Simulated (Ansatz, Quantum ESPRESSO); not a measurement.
# Mo2CO2 MXene, 1 layer: response to a perpendicular field, part 4 of 7

How does Mo2CO2 MXene, 1 layer respond to a gate-like field without added charge?

Quantum ESPRESSO 7.5; plane-wave DFT, vdW-DF-cx, GBRV ultrasoft pseudopotentials made under PBE; geometry and cross-check by Ansatz 0.2.0 with PAW datasets.

So far. Step 6 (SCF with pw.x: field 0.1 V/Å): By band count these two levels touch or overlap: there is no gap, and they are no band edges. Step 6 (SCF with pw.x: field 0.1 V/Å): The dipole goes from -0.0000 to 0.0252 e Å, 0.2523 e Å per V/Å.

## (7) Potential by pp.x

Input file f1.pot.in:

```
&inputpp
  prefix = 'f1'
  outdir = './out'
  filplot = 'f1.pot.dat'
  plot_num = 11
/
```

Launch:

```sh
> OMP_NUM_THREADS=1 mpirun -n 4 pp.x -in f1.pot.in > f1.pot.out
```

Run time: 31 s. Hardware: 4 MPI ranks of Arm Neoverse N1, shared host; peak memory 0.2 GiB; 2.1 min of CPU time.

This step gave:

| Property | Result |
| --- | --- |
| slope of the potential above | 0.1000 eV/Å |
| upper vacuum line continued to the top atoms, over the Fermi level | 6.450 eV |
| slope of the potential below | 0.09999 eV/Å |
| lower vacuum line continued to the bottom atoms, over the Fermi level | 6.554 eV |

The slope in the vacuum is 0.100 eV/Å for an applied 0.10 V/Å, as it should be.

## (8) Self-consistent run: field 0.2 V/Å

Input file f2.in:

```
&control
  prefix = 'f2'
  outdir = './out'
  pseudo_dir = './pseudo'
  calculation = 'scf'
  tprnfor = .true.
  tefield = .true.
  dipfield = .true.
/
&system
  ibrav = 0
  nat = 5
  ntyp = 3
  ecutwfc = 40
  ecutrho = 200
  input_dft = 'vdw-df-cx'
  occupations = 'smearing'
  smearing = 'fd'
  degauss = 0.004
  edir = 3
  emaxpos = 0.97
  eopreg = 0.04
  eamp = 0.00388938
/
&electrons
  conv_thr = 1e-09
  mixing_beta = 0.4
  electron_maxstep = 120
  mixing_mode = 'plain'
  startingpot = 'file'
/
ATOMIC_SPECIES
  O   15.9990  o_pbe_v1.2.uspp.F.UPF
  Mo  95.9500  mo_pbe_v1.uspp.F.UPF
  C   12.0110  c_pbe_v1.2.uspp.F.UPF
CELL_PARAMETERS angstrom
  3.09190257887328 0.00000000000000 0.00000000000000
  -1.54595128943664 2.67766617933088 -0.00000000000000
  0.00000000000000 -0.00000000000000 21.51903931870000
ATOMIC_POSITIONS crystal
  O   0.333333333333 0.666666666667 0.396062257604
  Mo  0.666666666667 0.333333333333 0.448057132490
  C   0.000000000000 0.000000000000 0.499999999456
  Mo  0.333333333333 0.666666666667 0.551942862246
  O   0.666666666667 0.333333333333 0.603937748203
K_POINTS automatic
  12 12 1 0 0 0
```

Launch:

```sh
> cp -r out/f0.save out/f2.save
> OMP_NUM_THREADS=1 mpirun -n 4 pw.x -nk 4 -in f2.in > f2.out
```

Output:

```text
[banner, memory and clock lines left out]
Program PWSCF v.7.5 starts
[...]
number of electrons       =        44.00
     number of Kohn-Sham states=           26
     kinetic-energy cutoff     =      40.0000  Ry
     charge density cutoff     =     200.0000  Ry
[...]
number of k points=    74  Fermi-Dirac smearing, width (Ry)=  0.0040
[...]
Dense  grid:    57393 G-vectors     FFT dimensions: (  27,  27, 192)
[...]
The initial density is read from file :
[...]
negative rho (up, down):  4.840E-03 0.000E+00
[...]
Starting wfcs are   38 randomized atomic wfcs
[...]
negative rho (up, down):  4.830E-03 0.000E+00
[...]
estimated scf accuracy    <       0.25239223 Ry
[...]
negative rho (up, down):  4.981E-03 0.000E+00
[...]
estimated scf accuracy    <      38.01695031 Ry
[...]
negative rho (up, down):  4.880E-03 0.000E+00
[...]
estimated scf accuracy    <       0.10958295 Ry
[...]
negative rho (up, down):  4.841E-03 0.000E+00
[...]
estimated scf accuracy    <       0.00728577 Ry
[...]
negative rho (up, down):  4.824E-03 0.000E+00
[...]
estimated scf accuracy    <       0.00120936 Ry
[...]
negative rho (up, down):  4.819E-03 0.000E+00
[...]
estimated scf accuracy    <       0.00064859 Ry
[...]
negative rho (up, down):  4.828E-03 0.000E+00
[...]
estimated scf accuracy    <       0.00042506 Ry
[...]
negative rho (up, down):  4.833E-03 0.000E+00
[...]
estimated scf accuracy    <       0.00008406 Ry
[...]
negative rho (up, down):  4.837E-03 0.000E+00
[...]
estimated scf accuracy    <       0.00000643 Ry
[...]
negative rho (up, down):  4.837E-03 0.000E+00
[...]
estimated scf accuracy    <       0.00000762 Ry
[...]
negative rho (up, down):  4.837E-03 0.000E+00
[...]
estimated scf accuracy    <       0.00000031 Ry
[...]
negative rho (up, down):  4.837E-03 0.000E+00
[...]
estimated scf accuracy    <       0.00000003 Ry
[...]
negative rho (up, down):  4.837E-03 0.000E+00
[...]
estimated scf accuracy    <          2.2E-09 Ry
[...]
negative rho (up, down):  4.837E-03 0.000E+00
[...]
estimated scf accuracy    <          1.5E-09 Ry
[...]
negative rho (up, down):  4.837E-03 0.000E+00
[...]
Computed dipole along edir(3) :
        Dipole                0.0953 Ry au,          0.2422 Debye
        Dipole field          0.0010 Ry au,
        E field amplitude [Ha a.u.]:  3.8894E-03
        Potential amp.        0.2259 Ry
        Total length         39.0385 bohr
[...]
the Fermi energy is     0.2780 ev
!    total energy              =    -354.70321370 Ry
     estimated scf accuracy    <          1.3E-10 Ry
     smearing contrib. (-TS)   =      -0.00144623 Ry
     internal energy E=F+TS    =    -354.70176746 Ry
[...]
one-electron contribution =   -3212.08053490 Ry
     hartree contribution      =    1606.68090855 Ry
     xc contribution           =     -56.68416625 Ry
     ewald contribution        =    1307.38267154 Ry
     electric field correction =      -0.00064641 Ry
     convergence has been achieved in  15 iterations
     negative rho (up, down):  4.837E-03 0.000E+00
[...]
Total force =     0.012859     Total SCF correction =     0.000086
[...]
```

The job ended after 3 min (4 MPI ranks; peak memory 0.9 GiB; 12 min of CPU time).

Numbers from this step:

- free energy: -4825.9831 eV
- energy at zero smearing: -4825.9732 eV
- Fermi energy: 0.278 eV
- dipole along the normal: 0.05042 e·Å
- valence top, on the run's zero: 0.5831 eV
- conduction bottom, on the run's zero: -0.2794 eV

By band count these two levels touch or overlap: there is no gap, and they are no band edges.

The dipole goes from -0.0000 to 0.0504 e Å, 0.2522 e Å per V/Å.

## (9) Electrostatic potential

Input file f2.pot.in:

```
&inputpp
  prefix = 'f2'
  outdir = './out'
  filplot = 'f2.pot.dat'
  plot_num = 11
/
```

Launch:

```sh
> OMP_NUM_THREADS=1 mpirun -n 4 pp.x -in f2.pot.in > f2.pot.out
```

The job ended after 31 s (4 MPI ranks; peak memory 0.2 GiB).

Read from the output:

```
slope of the potential above                                          : 0.2000 eV/Å
upper vacuum line continued to the top atoms, over the Fermi level    : 6.399 eV
slope of the potential below                                          : 0.2000 eV/Å
lower vacuum line continued to the bottom atoms, over the Fermi level : 6.607 eV
```

The slope in the vacuum is 0.200 eV/Å for an applied 0.20 V/Å, as it should be.

## (10) Band structure: field 0.2 V/Å

Input file f2.bands.in:

```
&control
  prefix = 'f2.bands'
  outdir = './out'
  pseudo_dir = './pseudo'
  calculation = 'bands'
  tefield = .true.
  dipfield = .true.
/
&system
  ibrav = 0
  nat = 5
  ntyp = 3
  ecutwfc = 40
  ecutrho = 200
  input_dft = 'vdw-df-cx'
  occupations = 'smearing'
  smearing = 'fd'
  degauss = 0.004
  edir = 3
  emaxpos = 0.97
  eopreg = 0.04
  eamp = 0.00388938
  nbnd = 28
/
&electrons
  conv_thr = 1e-07
  mixing_beta = 0.4
  electron_maxstep = 120
  mixing_mode = 'local-TF'
/
ATOMIC_SPECIES
  O   15.9990  o_pbe_v1.2.uspp.F.UPF
  Mo  95.9500  mo_pbe_v1.uspp.F.UPF
  C   12.0110  c_pbe_v1.2.uspp.F.UPF
CELL_PARAMETERS angstrom
  3.09190257887328 0.00000000000000 0.00000000000000
  -1.54595128943664 2.67766617933088 -0.00000000000000
  0.00000000000000 -0.00000000000000 21.51903931870000
ATOMIC_POSITIONS crystal
  O   0.333333333333 0.666666666667 0.396062257604
  Mo  0.666666666667 0.333333333333 0.448057132490
  C   0.000000000000 0.000000000000 0.499999999456
  Mo  0.333333333333 0.666666666667 0.551942862246
  O   0.666666666667 0.333333333333 0.603937748203
K_POINTS crystal_b
4
  0.0000000000 0.0000000000 0.0000000000 14
  0.5000000000 0.0000000000 0.0000000000 14
  0.3333333333 0.3333333333 0.0000000000 14
  0.0000000000 0.0000000000 0.0000000000 1
```

Launch:

```sh
> cp -r out/f2.save out/f2.bands.save
> cp out/f2.xml out/f2.bands.xml
> OMP_NUM_THREADS=1 mpirun -n 4 pw.x -nk 4 -in f2.bands.in > f2.bands.out
```

Output:

```text
[banner, memory and clock lines left out]
Program PWSCF v.7.5 starts
[citation notice left out]

[...]
bravais-lattice index     =            0
     lattice parameter (alat)  =       5.8428  a.u.
     unit-cell volume          =    1202.2692 (a.u.)^3
     number of atoms/cell      =            5
     number of atomic types    =            3
     number of electrons       =        44.00
     number of Kohn-Sham states=           28
     kinetic-energy cutoff     =      40.0000  Ry
     charge density cutoff     =     200.0000  Ry
     Exchange-correlation= VDW-DF-CX
                           (   1   4  27   0   1   0   0)

[...]
PseudoPot. # 1 for O  read from file:
     ./pseudo/o_pbe_v1.2.uspp.F.UPF
     Pseudo is Ultrasoft + core correction, Zval =  6.0
     Generated by new atomic code, or converted to UPF format
     Using radial grid of  737 points,  5 beta functions with:
                l(1) =   0
                l(2) =   0
                l(3) =   1
                l(4) =   1
                l(5) =   2
     Q(r) pseudized with  8 coefficients,  rinner =    0.900   0.900   0.900
                                                       0.900   0.900

     PseudoPot. # 2 for Mo read from file:
     ./pseudo/mo_pbe_v1.uspp.F.UPF
     Pseudo is Ultrasoft + core correction, Zval = 14.0
     Generated by new atomic code, or converted to UPF format
     Using radial grid of  889 points,  6 beta functions with:
                l(1) =   0
                l(2) =   0
                l(3) =   1
                l(4) =   1
                l(5) =   2
                l(6) =   2
     Q(r) pseudized with  6 coefficients,  rinner =    1.000   1.000   1.000
                                                       1.000   1.000

     PseudoPot. # 3 for C  read from file:
     ./pseudo/c_pbe_v1.2.uspp.F.UPF
     Pseudo is Ultrasoft + core correction, Zval =  4.0
     Generated by new atomic code, or converted to UPF format
     Using radial grid of  721 points,  4 beta functions with:
                l(1) =   0
                l(2) =   0
                l(3) =   1
                l(4) =   1
     Q(r) pseudized with  8 coefficients,  rinner =    1.100   1.100   1.100

     atomic species   valence    mass     pseudopotential
     O                 6.00    15.99900     O ( 1.00)
     Mo               14.00    95.95000     Mo( 1.00)
     C                 4.00    12.01100     C ( 1.00)

     No symmetry found

[...]
number of k points=    43  Fermi-Dirac smearing, width (Ry)=  0.0040
[...]
Dense  grid:    57393 G-vectors     FFT dimensions: (  27,  27, 192)

     Smooth grid:    41101 G-vectors     FFT dimensions: (  24,  24, 180)

     Check: negative core charge=   -0.000001

     The potential is recalculated from file :
     ./out/f2.bands.save/charge-density

     negative rho (up, down):  4.837E-03 0.000E+00

     %%%%%%%%%%%%%%%%%%%%%%%%%%%%%%%%%%%%%%%%%%%%%%%%%%%%%%%%%%%%%%%%%%%%%%%%
     %                                                                      %
     % You are using vdW-DF, which was implemented by the Thonhauser group. %
     % possible and the two reviews that describe the various versions:     %
     %                                                                      %
     %                                                                      %
     % If you are calculating stress with vdW-DF, please also cite:         %
     %                                                                      %
     %                                                                      %
     %%%%%%%%%%%%%%%%%%%%%%%%%%%%%%%%%%%%%%%%%%%%%%%%%%%%%%%%%%%%%%%%%%%%%%%%

     %%%%%%%%%%%%%%%%%%%%%%%%%%%%%%%%%%%%%%%%%%%%%%%%%%%%%%%%%%%%%%%%%%%%%%%%
     %                                                                      %
     %  vdW-DF NEWS:                                                        %
     %                                                                      %
     %  * vdW-DF3 is now available. DOI: 10.1021/acs.jctc.0c00471           %
     %    use with input_dft = 'vdW-DF3-opt1' or 'vdW-DF3-opt2'             %
     %                                                                      %
     %  * Unscreened and range-separated hybrid vdW-DF-cx functionals       %
     %    DOI: 10.1063/1.4986522 and 10.1088/1361-648X/ac2ad2               %
     %    use with input_dft = 'vdW-DF-cx0'    and 'vdW-DF-ahcx'            %
     %  * Unscreened and range-separated hybrid vdW-DF2-b86r functionals    %
     %    DOI: 10.1063/1.4986522 and DOI: 10.1103/PhysRevX.12.041003        %
     %    use with input_dft = 'vdW-DF2-br0' and 'vdW-DF2-ahbr'             %
     %                                                                      %
     %%%%%%%%%%%%%%%%%%%%%%%%%%%%%%%%%%%%%%%%%%%%%%%%%%%%%%%%%%%%%%%%%%%%%%%%

     Adding external electric field

     Computed dipole along edir(3) :
        Dipole                0.0953 Ry au,          0.2422 Debye
        Dipole field          0.0010 Ry au,

        E field amplitude [Ha a.u.]:  3.8894E-03
        Potential amp.        0.2259 Ry
        Total length         39.0385 bohr

     Starting wfcs are   38 randomized atomic wfcs

     Band Structure Calculation
     Davidson diagonalization with overlap

     ethr =  2.27E-10,  avg # of iterations = 26.9

     End of band structure calculation

          k = 0.0000 0.0000 0.0000 (  5091 PWs)   bands (ev):

   -62.1447 -62.0365 -36.5697 -36.0113 -36.0113 -35.9644 -35.9153 -35.9153
   -18.5973 -18.4250 -12.2688  -7.4622  -6.5566  -6.5566  -4.7998  -4.7998
    -4.3741  -2.0634  -2.0274  -2.0274  -1.9285  -1.9285  -0.2793   0.5951
     0.5951   2.1781   2.2632   2.2632

          k = 0.0357 0.0206 0.0000 (  5109 PWs)   bands (ev):

   -62.1437 -62.0361 -36.5674 -36.0276 -36.0139 -35.9558 -35.9215 -35.9158
   -18.5887 -18.4203 -12.2730  -7.4398  -6.5528  -6.5393  -4.8410  -4.7901
    -4.3458  -2.3483  -2.3047  -2.0308  -1.6949  -1.6509  -0.2820   0.6107
     0.6289   2.1962   2.2457   2.2703

[...]
```

Elapsed: 62 s, on 4 MPI ranks; peak memory 0.62 GiB; 4.1 min of CPU time.

Numbers from this step:

```
conduction bottom, on the run's zero : -0.2820 eV
```

Band numbers count within the set of bands kept for display. Electronic bands along the path, in eV, zero at the Fermi level; # counts the bands kept:

```csv
point,#8,#9,#10,#11,#12,#13,#14,#15
Γ,-2.31,-2.31,-2.21,-2.21,-0.56,0.32,0.32,1.90
M,-3.09,-2.70,-2.18,0.31,0.33,1.21,1.31,1.83
K,-3.96,-3.94,-0.58,-0.45,-0.45,1.50,1.51,2.13
Γ,-2.31,-2.31,-2.21,-2.21,-0.56,0.32,0.32,1.90
```

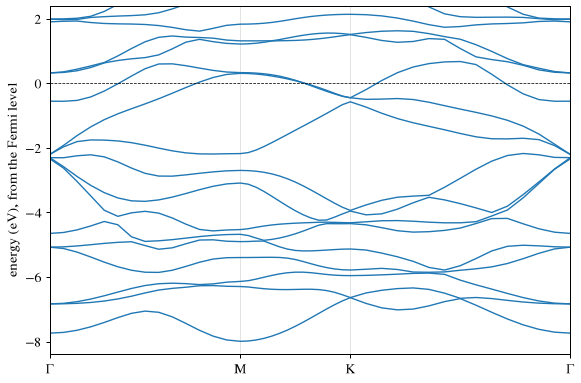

Electronic bands along the path.

By band count these two levels touch or overlap: there is no gap, and they are no band edges.

Upper empty bands that drop with the field can be states of the vacuum, held by the sawtooth; they depend on the cell's width.

## (11) Self-consistent run: field 0.4 V/Å

f3.in, as its differences from the input of step 8:

```diff
@@ -1,3 +1,3 @@
 &control
-  prefix = 'f2'
+  prefix = 'f3'
   outdir = './out'
@@ -22,3 +22,3 @@
   eopreg = 0.04
-  eamp = 0.00388938
+  eamp = 0.00777876
 /
```

Launch:

```sh
> cp -r out/f0.save out/f3.save
> OMP_NUM_THREADS=1 mpirun -n 4 pw.x -nk 4 -in f3.in > f3.out
```

Output:

```text
[banner, memory and clock lines left out]
Program PWSCF v.7.5 starts
[...]
number of electrons       =        44.00
     number of Kohn-Sham states=           26
     kinetic-energy cutoff     =      40.0000  Ry
     charge density cutoff     =     200.0000  Ry
[...]
number of k points=    74  Fermi-Dirac smearing, width (Ry)=  0.0040
[...]
Dense  grid:    57393 G-vectors     FFT dimensions: (  27,  27, 192)
[...]
The initial density is read from file :
[...]
negative rho (up, down):  4.840E-03 0.000E+00
[...]
Starting wfcs are   38 randomized atomic wfcs
[...]
negative rho (up, down):  4.834E-03 0.000E+00
[...]
estimated scf accuracy    <       0.97736879 Ry
[...]
negative rho (up, down):  2.716E-03 0.000E+00
[...]
estimated scf accuracy    <     161.60294916 Ry
[...]
negative rho (up, down):  2.730E-03 0.000E+00
[...]
estimated scf accuracy    <       0.58830462 Ry
[...]
negative rho (up, down):  2.727E-03 0.000E+00
[...]
estimated scf accuracy    <       0.02212996 Ry
[...]
negative rho (up, down):  2.739E-03 0.000E+00
[...]
estimated scf accuracy    <       0.00813804 Ry
[...]
negative rho (up, down):  2.788E-03 0.000E+00
[...]
estimated scf accuracy    <       0.00563123 Ry
[...]
negative rho (up, down):  2.894E-03 0.000E+00
[...]
estimated scf accuracy    <       0.00315934 Ry
[...]
negative rho (up, down):  2.970E-03 0.000E+00
[...]
estimated scf accuracy    <       0.00165881 Ry
[...]
negative rho (up, down):  3.099E-03 0.000E+00
[...]
estimated scf accuracy    <       0.00110703 Ry
[...]
negative rho (up, down):  4.427E-03 0.000E+00
[...]
estimated scf accuracy    <       0.00073589 Ry
[...]
negative rho (up, down):  4.787E-03 0.000E+00
[...]
estimated scf accuracy    <       0.00003354 Ry
[...]
negative rho (up, down):  4.793E-03 0.000E+00
[...]
estimated scf accuracy    <       0.00000522 Ry
[...]
negative rho (up, down):  4.819E-03 0.000E+00
[...]
estimated scf accuracy    <       0.00000181 Ry
[...]
negative rho (up, down):  4.822E-03 0.000E+00
[...]
estimated scf accuracy    <       0.00000010 Ry
[...]
negative rho (up, down):  4.822E-03 0.000E+00
[...]
estimated scf accuracy    <       0.00000007 Ry
[...]
negative rho (up, down):  4.823E-03 0.000E+00
[...]
estimated scf accuracy    <       0.00000004 Ry
[...]
negative rho (up, down):  4.824E-03 0.000E+00
[...]
estimated scf accuracy    <          6.3E-09 Ry
[...]
negative rho (up, down):  4.824E-03 0.000E+00
[...]
Computed dipole along edir(3) :
        Dipole                0.1908 Ry au,          0.4849 Debye
        Dipole field          0.0020 Ry au,
        E field amplitude [Ha a.u.]:  7.7788E-03
        Potential amp.        0.4517 Ry
        Total length         39.0385 bohr
[...]
the Fermi energy is     0.3066 ev
!    total energy              =    -354.70432695 Ry
     estimated scf accuracy    <          1.2E-10 Ry
     smearing contrib. (-TS)   =      -0.00144567 Ry
     internal energy E=F+TS    =    -354.70288128 Ry
[...]
one-electron contribution =   -3212.06919242 Ry
     hartree contribution      =    1606.67017263 Ry
     xc contribution           =     -56.68394547 Ry
     ewald contribution        =    1307.38267154 Ry
     electric field correction =      -0.00258757 Ry
     convergence has been achieved in  18 iterations
     negative rho (up, down):  4.824E-03 0.000E+00
[...]
Total force =     0.014967     Total SCF correction =     0.000038
[...]
```

Wall time 3.3 min (4 MPI ranks); peak memory 0.9 GiB.

Numbers from this step:

| Property | Result |
| --- | --- |
| free energy | -4825.9982 eV |
| energy at zero smearing | -4825.9884 eV |
| Fermi energy | 0.3066 eV |
| dipole along the normal | 0.1010 e·Å |
| valence top, on the run's zero | 0.6117 eV |
| conduction bottom, on the run's zero | -0.2506 eV |

By band count these two levels touch or overlap: there is no gap, and they are no band edges.

The dipole goes from -0.0000 to 0.1010 e Å, 0.2524 e Å per V/Å.

## (12) Electrostatic potential

Input file f3.pot.in:

```
&inputpp
  prefix = 'f3'
  outdir = './out'
  filplot = 'f3.pot.dat'
  plot_num = 11
/
```

Launch:

```sh
> OMP_NUM_THREADS=1 mpirun -n 4 pp.x -in f3.pot.in > f3.pot.out
```

Elapsed: 31 s, on 4 MPI ranks; peak memory 0.2 GiB; 2.1 min of CPU time.

This step gave:

- slope of the potential above: 0.4000 eV/Å
- upper vacuum line continued to the top atoms, over the Fermi level: 6.300 eV
- slope of the potential below: 0.4000 eV/Å
- lower vacuum line continued to the bottom atoms, over the Fermi level: 6.717 eV

The slope in the vacuum is 0.400 eV/Å for an applied 0.40 V/Å, as it should be.

Each curve counts from the Fermi level of its own run.

The potential energy (potential at 0 V/Å) oscillates, so the rows of the table below give means over windows of 2.5 Å about each position, cut where the curve ends. Its maxima inside the range that stand out by 2 % of the span (Å: eV): 11.0: -11.6. Its minima: 9.6: -30.2, 11.9: -30.2.

The runs together. Table of potential energy by z; means over each step:

```csv
z (Å),potential at 0 V/Å (eV),potential at 0.1 V/Å (eV),potential at 0.2 V/Å (eV),potential at 0.4 V/Å (eV)
0.0,6.50,5.80,5.10,3.70
2.5,6.50,5.95,5.40,4.31
5.0,6.50,6.20,5.90,5.31
7.5,2.63,2.56,2.49,2.34
10.0,-17.2,-17.2,-17.2,-17.2
12.5,-13.6,-13.6,-13.6,-13.6
15.0,6.31,6.46,6.62,6.92
17.5,6.50,6.90,7.30,8.10
20.0,6.50,7.10,7.69,8.88
```

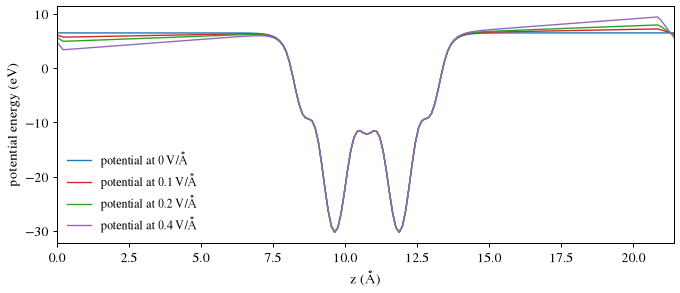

Potential energy against z.

(Part 4 of 7 ends here.)

[Logs are printed without paths, hosts, clocks, repeated set-up lines and the standing remarks that a program may print on its own settings, such as how far it seeks lower states.]

[Hosts, paths, dates, database ids (printed as entryN), source tags and the programs' standing remarks are cut or masked in the printed files.]

[Maps of the electrostatic potential energy from Ansatz leave out the sawtooth potential of an applied field or a dipole correction, so their vacuum need not be flat; planar profiles and work functions include it.]
